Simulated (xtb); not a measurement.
**CH₉BNSi (charge −1): geometry relaxation (part 2 of 4)**

CH₉BNSi, charge −1; GFN2-xTB (xtb 6.7.1 later snapshot). The geometry comes from this level: GFN2-xTB.

Geometry of the input (Å):
```
B  -0.3910  2.0342  -0.0052
C  -0.6665  0.4230  0.1994
N  0.5273  -0.3599  -0.1338
Si 0.6577  -2.0346  -0.0160
H  -0.0349  2.2327  -1.1643
H  0.4826  2.4149  0.7573
H  -1.4232  2.6499  0.2112
H  -0.9436  0.1663  1.2311
H  -1.5065  0.0801  -0.4307
H  1.1086  0.1686  -0.7651
H  2.0096  -2.4153  -0.4668
H  -0.2883  -2.8788  -0.7967
H  0.4680  -2.4810  1.3795
```

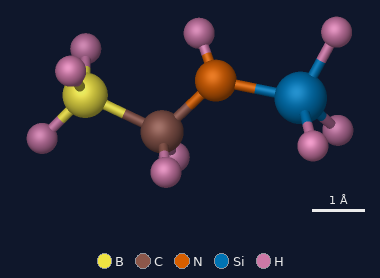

Fig. 1: The starting structure (ball-and-stick view, seen at a tilt).

What the program printed, continued
```
........................................................................
.............................. CYCLE    8 ..............................
........................................................................

 iter      E             dE          RMSdq      gap      omega  full diag
   1    -12.9622030 -0.129622E+02  0.271E-02    4.11       0.0  T
   2    -12.9622031 -0.514255E-07  0.174E-02    4.11       1.6  T
   3    -12.9622031  0.662446E-08  0.446E-03    4.11       6.2  T
   4    -12.9622031 -0.274710E-07  0.239E-03    4.11      11.6  T
   5    -12.9622031 -0.560089E-09  0.856E-04    4.11      32.4  T
   6    -12.9622031 -0.562849E-09  0.280E-04    4.11      99.0  T
     SCC iter.                  ...        0 min,  0.001 sec
     gradient                   ...        0 min,  0.001 sec
 * total energy  :   -12.8267645 Eh     change       -0.2597010E-05 Eh
   gradient norm :     0.0003141 Eh/α   predicted    -0.1195441E-05 ( -53.97%)
   displ. norm   :     0.0482985 α      lambda       -0.1951398E-05
   maximum displ.:     0.0337142 α      in ANC's #1, #2, #4, ...

........................................................................
.............................. CYCLE    9 ..............................
........................................................................

 iter      E             dE          RMSdq      gap      omega  full diag
   1    -12.9621534 -0.129622E+02  0.176E-02    4.11       0.0  T
   2    -12.9621534 -0.244888E-07  0.111E-02    4.11       2.5  T
   3    -12.9621534  0.364379E-08  0.322E-03    4.11       8.6  T
   4    -12.9621534 -0.115097E-07  0.192E-03    4.11      14.5  T
   5    -12.9621534 -0.108640E-08  0.712E-04    4.11      39.0  T
   6    -12.9621534 -0.282306E-09  0.139E-04    4.11     198.8  T
     SCC iter.                  ...        0 min,  0.001 sec
     gradient                   ...        0 min,  0.001 sec
 * total energy  :   -12.8267669 Eh     change       -0.2357704E-05 Eh
   gradient norm :     0.0003128 Eh/α   predicted    -0.9767529E-06 ( -58.57%)
   displ. norm   :     0.0640280 α      lambda       -0.2407677E-05
   maximum displ.:     0.0439264 α      in ANC's #1, #2, #4, ...

........................................................................
.............................. CYCLE   10 ..............................
........................................................................

 iter      E             dE          RMSdq      gap      omega  full diag
   1    -12.9620961 -0.129621E+02  0.257E-02    4.12       0.0  T
   2    -12.9620961 -0.309853E-07  0.160E-02    4.12       1.7  T
   3    -12.9620961  0.948810E-08  0.456E-03    4.12       6.1  T
   4    -12.9620961 -0.193194E-07  0.310E-03    4.12       8.9  T
   5    -12.9620961 -0.501426E-08  0.546E-04    4.12      50.8  T
   6    -12.9620961 -0.773586E-10  0.177E-04    4.12     156.4  T
     SCC iter.                  ...        0 min,  0.001 sec
     gradient                   ...        0 min,  0.001 sec
 * total energy  :   -12.8267696 Eh     change       -0.2676037E-05 Eh
   gradient norm :     0.0003209 Eh/α   predicted    -0.1206730E-05 ( -54.91%)
   displ. norm   :     0.0706322 α      lambda       -0.2333416E-05
   maximum displ.:     0.0481732 α      in ANC's #1, #2, #4, ...

........................................................................
.............................. CYCLE   11 ..............................
........................................................................

 iter      E             dE          RMSdq      gap      omega  full diag
   1    -12.9620695 -0.129621E+02  0.291E-02    4.12       0.0  T
   2    -12.9620695 -0.411227E-07  0.188E-02    4.12       1.5  T
   3    -12.9620695  0.189233E-07  0.559E-03    4.12       5.0  T
   4    -12.9620695 -0.377476E-07  0.315E-03    4.12       8.8  T
   5    -12.9620695 -0.344202E-08  0.493E-04    4.12      56.3  T
   6    -12.9620695 -0.513261E-10  0.265E-04    4.12     104.5  T
     SCC iter.                  ...        0 min,  0.001 sec
     gradient                   ...        0 min,  0.001 sec
 * total energy  :   -12.8267719 Eh     change       -0.2387829E-05 Eh
   gradient norm :     0.0003035 Eh/α   predicted    -0.1168523E-05 ( -51.06%)
   displ. norm   :     0.0615261 α      lambda       -0.1705894E-05
   maximum displ.:     0.0427962 α      in ANC's #1, #2, #4, ...

........................................................................
.............................. CYCLE   12 ..............................
........................................................................

 iter      E             dE          RMSdq      gap      omega  full diag
   1    -12.9620916 -0.129621E+02  0.241E-02    4.13       0.0  T
   2    -12.9620916 -0.296619E-07  0.154E-02    4.13       1.8  T
   3    -12.9620916 -0.636405E-08  0.360E-03    4.13       7.7  T
   4    -12.9620916 -0.870509E-08  0.204E-03    4.13      13.6  T
   5    -12.9620916 -0.291459E-09  0.399E-04    4.13      69.6  T
   6    -12.9620916 -0.112943E-09  0.127E-04    4.13     218.8  T
     SCC iter.                  ...        0 min,  0.001 sec
     gradient                   ...        0 min,  0.001 sec
 * total energy  :   -12.8267739 Eh     change       -0.1950847E-05 Eh
   gradient norm :     0.0002574 Eh/α   predicted    -0.8543281E-06 ( -56.21%)
   displ. norm   :     0.0742313 α      lambda       -0.1795978E-05
   maximum displ.:     0.0516688 α      in ANC's #1, #2, #6, ...

........................................................................
.............................. CYCLE   13 ..............................
........................................................................

 iter      E             dE          RMSdq      gap      omega  full diag
   1    -12.9621197 -0.129621E+02  0.268E-02    4.13       0.0  T
   2    -12.9621197 -0.464325E-07  0.170E-02    4.13       1.6  T
   3    -12.9621197 -0.177803E-07  0.323E-03    4.13       8.6  T
   4    -12.9621197 -0.267542E-09  0.104E-03    4.13      26.6  T
   5    -12.9621197 -0.169766E-08  0.528E-04    4.13      52.6  T
   6    -12.9621197 -0.395181E-09  0.210E-04    4.13     132.3  T
     SCC iter.                  ...        0 min,  0.002 sec
     gradient                   ...        0 min,  0.001 sec
 * total energy  :   -12.8267757 Eh     change       -0.1849218E-05 Eh
   gradient norm :     0.0002314 Eh/α   predicted    -0.8994547E-06 ( -51.36%)
   displ. norm   :     0.0721959 α      lambda       -0.1269552E-05
   maximum displ.:     0.0500398 α      in ANC's #1, #2, #3, ...

........................................................................
.............................. CYCLE   14 ..............................
........................................................................

 iter      E             dE          RMSdq      gap      omega  full diag
   1    -12.9621431 -0.129621E+02  0.263E-02    4.14       0.0  T
   2    -12.9621431 -0.410214E-07  0.166E-02    4.14       1.7  T
   3    -12.9621432 -0.127526E-07  0.295E-03    4.14       9.4  T
   4    -12.9621432 -0.327035E-08  0.159E-03    4.14      17.5  T
   5    -12.9621432 -0.169003E-10  0.605E-04    4.14      45.8  T
   6    -12.9621432 -0.650481E-09  0.179E-04    4.14     154.6  T
     SCC iter.                  ...        0 min,  0.001 sec
     gradient                   ...        0 min,  0.001 sec
 * total energy  :   -12.8267766 Eh     change       -0.9057015E-06 Eh
   gradient norm :     0.0002488 Eh/α   predicted    -0.6340012E-06 ( -30.00%)
   displ. norm   :     0.0326041 α      lambda       -0.5055898E-06
   maximum displ.:     0.0226044 α      in ANC's #1, #2, #3, ...

........................................................................
.............................. CYCLE   15 ..............................
........................................................................

 iter      E             dE          RMSdq      gap      omega  full diag
   1    -12.9621734 -0.129622E+02  0.119E-02    4.14       0.0  T
   2    -12.9621734 -0.617912E-08  0.727E-03    4.14       3.8  T
   3    -12.9621734 -0.743864E-09  0.723E-04    4.14      38.4  T
   4    -12.9621734 -0.117283E-08  0.659E-04    4.14      42.1  T
     SCC iter.                  ...        0 min,  0.001 sec
     gradient                   ...        0 min,  0.001 sec
 * total energy  :   -12.8267770 Eh     change       -0.3730016E-06 Eh
   gradient norm :     0.0001864 Eh/α   predicted    -0.2513597E-06 ( -32.61%)
   displ. norm   :     0.0173239 α      lambda       -0.1922724E-06
   maximum displ.:     0.0120558 α      in ANC's #1, #2, #6, ...

........................................................................
.............................. CYCLE   16 ..............................
........................................................................

 iter      E             dE          RMSdq      gap      omega  full diag
   1    -12.9621835 -0.129622E+02  0.719E-03    4.14       0.0  T
   2    -12.9621835 -0.241003E-08  0.463E-03    4.14       6.0  T
   3    -12.9621835 -0.648887E-09  0.808E-04    4.14      34.3  T
   4    -12.9621835 -0.644775E-09  0.446E-04    4.14      62.2  T
     SCC iter.                  ...        0 min,  0.001 sec
     gradient                   ...        0 min,  0.001 sec
 * total energy  :   -12.8267772 Eh     change       -0.1998169E-06 Eh
   gradient norm :     0.0001252 Eh/α   predicted    -0.9492598E-07 ( -52.49%)
   displ. norm   :     0.0318618 α      lambda       -0.2093475E-06
   maximum displ.:     0.0224797 α      in ANC's #1, #2, #6, ...

........................................................................
.............................. CYCLE   17 ..............................
........................................................................

 iter      E             dE          RMSdq      gap      omega  full diag
   1    -12.9621513 -0.129622E+02  0.130E-02    4.14       0.0  T
   2    -12.9621513 -0.702111E-08  0.832E-03    4.14       3.3  T
   3    -12.9621513 -0.136263E-08  0.168E-03    4.14      16.5  T
   4    -12.9621513 -0.233367E-08  0.102E-03    4.14      27.3  T
   5    -12.9621513 -0.538254E-10  0.280E-04    4.14      99.0  T
   6    -12.9621513 -0.600373E-10  0.875E-05    4.14     316.8  T
     SCC iter.                  ...        0 min,  0.001 sec
     gradient                   ...        0 min,  0.001 sec
 * total energy  :   -12.8267774 Eh     change       -0.1976616E-06 Eh
   gradient norm :     0.0000823 Eh/α   predicted    -0.1043139E-06 ( -47.23%)
   displ. norm   :     0.0201627 α      lambda       -0.6850937E-07
   maximum displ.:     0.0142469 α      in ANC's #1, #2, #6, ...

........................................................................
.............................. CYCLE   18 ..............................
........................................................................

 iter      E             dE          RMSdq      gap      omega  full diag
   1    -12.9621467 -0.129621E+02  0.826E-03    4.14       0.0  T
   2    -12.9621467 -0.353867E-08  0.536E-03    4.14       5.2  T
   3    -12.9621467 -0.699609E-09  0.109E-03    4.14      25.4  T
   4    -12.9621467 -0.631921E-09  0.504E-04    4.14      55.0  T
   5    -12.9621467 -0.527045E-10  0.302E-04    4.14      91.9  T
     SCC iter.                  ...        0 min,  0.001 sec
     gradient                   ...        0 min,  0.001 sec
 * total energy  :   -12.8267775 Eh     change       -0.5558927E-07 Eh
   gradient norm :     0.0000494 Eh/α   predicted    -0.3272579E-07 ( -41.13%)
   displ. norm   :     0.0140753 α      lambda       -0.2542836E-07
   maximum displ.:     0.0100107 α      in ANC's #1, #2, #6, ...

   *** GEOMETRY OPTIMIZATION CONVERGED AFTER 18 ITERATIONS ***

------------------------------------------------------------------------
 total energy gain   :        -0.0000331 Eh       -0.0207 kcal/mol
 total RMSD          :         0.2018827 a0        0.1068 Å
 total power (kW/mol):        -0.0048231 (step)   -1.2624 (real)
------------------------------------------------------------------------

 ANCopt (total)                0 d,  0 h,  0 min,  0.069 sec
 optimizer setup                ...        0 min,  0.000 sec (  0.119%)
 model hessian                  ...        0 min,  0.001 sec (  1.262%)
 ANC generation                 ...        0 min,  0.000 sec (  0.394%)
 coordinate transformation      ...        0 min,  0.000 sec (  0.157%)
 single point calculation       ...        0 min,  0.060 sec ( 87.770%)
 optimization log               ...        0 min,  0.001 sec (  1.792%)
 hessian update                 ...        0 min,  0.000 sec (  0.235%)
 rational function              ...        0 min,  0.001 sec (  1.915%)

================
 final structure:
================
$coord
       -0.76794101134110        3.83099582772117       -0.08978300201384      b
       -1.21606839621947        0.80853833715309        0.50341230655746      c
        1.05264276320708       -0.66708087157663       -0.10432242613477      n
        1.22082113244937       -3.84653088216534       -0.08856662422281      si
       -0.19758954044184        4.08150919152324       -2.32615466672191      h
        0.93499338488294        4.65876681221737        1.22970829488425      h
       -2.71602968801031        4.99273944254158        0.33639625926793      h
       -1.66551121735313        0.44102668369816        2.49795912284625      h
       -2.82812937886181        0.06042363647402       -0.58691538713156      h
        2.18284416290530        0.36020463459236       -1.24375560297183      h
        3.81704890133762       -4.56606292744789       -0.80350192462199      h
       -0.48127560753261       -5.31239575984223       -1.78350970793611      h
        0.66419449497775       -4.84213412488787        2.45899556367694      h
$eht charge=-1 unpaired=0
$end

 Bond Distances (Angstroems)
 ---------------------------
B1-C2=1.6471         B1-H5=1.2285         B1-H6=1.2213         B1-H7=1.2213         C2-B1=1.6471         C2-N3=1.4678
C2-H8=1.0993         C2-H9=1.1033         N3-C2=1.4678         N3-Si4=1.6849        N3-H10=1.0084        Si4-N3=1.6849
Si4-H11=1.4750       Si4-H12=1.4891       Si4-H13=1.4771       H5-B1=1.2285         H6-B1=1.2213         H7-B1=1.2213
H8-C2=1.0993         H9-C2=1.1033         H10-N3=1.0084        H11-Si4=1.4750       H12-Si4=1.4891       H13-Si4=1.4771
 B  H  Rav=1.2237 sigma=0.0034  Rmin=1.2213  Rmax=1.2285     3
 C  H  Rav=1.1013 sigma=0.0020  Rmin=1.0993  Rmax=1.1033     2
 C  B  Rav=1.6471 sigma=0.0000  Rmin=1.6471  Rmax=1.6471     1
 N  H  Rav=1.0084 sigma=0.0000  Rmin=1.0084  Rmax=1.0084     1
 N  C  Rav=1.4678 sigma=0.0000  Rmin=1.4678  Rmax=1.4678     1
 Si H  Rav=1.4804 sigma=0.0062  Rmin=1.4750  Rmax=1.4891     3
 Si N  Rav=1.6849 sigma=0.0000  Rmin=1.6849  Rmax=1.6849     1

 selected bond angles (degree)
 --------------------
H5-B1-C2=108.89                H6-B1-C2=110.22                H6-B1-H5=109.32                H7-B1-C2=109.40
H7-B1-H5=109.33                H7-B1-H6=109.68                N3-C2-B1=110.92                H8-C2-B1=112.70
H8-C2-N3=107.05                H9-C2-B1=111.10                H9-C2-N3=109.08                H9-C2-H8=105.74
Si4-N3-C2=124.98               H10-N3-C2=109.23               H10-N3-Si4=120.66              H11-Si4-N3=107.80
H12-Si4-N3=119.03              H12-Si4-H11=105.93             H13-Si4-N3=110.50              H13-Si4-H11=109.13
H13-Si4-H12=104.08

 selected dihedral angles (degree)
 ---------------------------------
N3-C2-B1-H5= 57.86            N3-C2-B1-H6=297.95            N3-C2-B1-H7=177.28            H8-C2-B1-H5=177.87
H8-C2-B1-H6= 57.96            H8-C2-B1-H7=297.30            H9-C2-B1-H5=296.34            H9-C2-B1-H6=176.44
H9-C2-B1-H7= 55.77            Si4-N3-C2-B1=187.75           Si4-N3-C2-H8= 64.43           Si4-N3-C2-H9=310.45
H10-N3-C2-B1=342.35           H10-N3-C2-H8=219.03           H10-N3-C2-H9=105.05           H11-Si4-N3-C2=179.99
H11-Si4-N3-H10= 28.08         H12-Si4-N3-C2= 59.48          H12-Si4-N3-H10=267.57         H13-Si4-N3-C2=299.17
H13-Si4-N3-H10=147.26
           -------------------------------------------------
          |                Final Singlepoint                |
           -------------------------------------------------
```
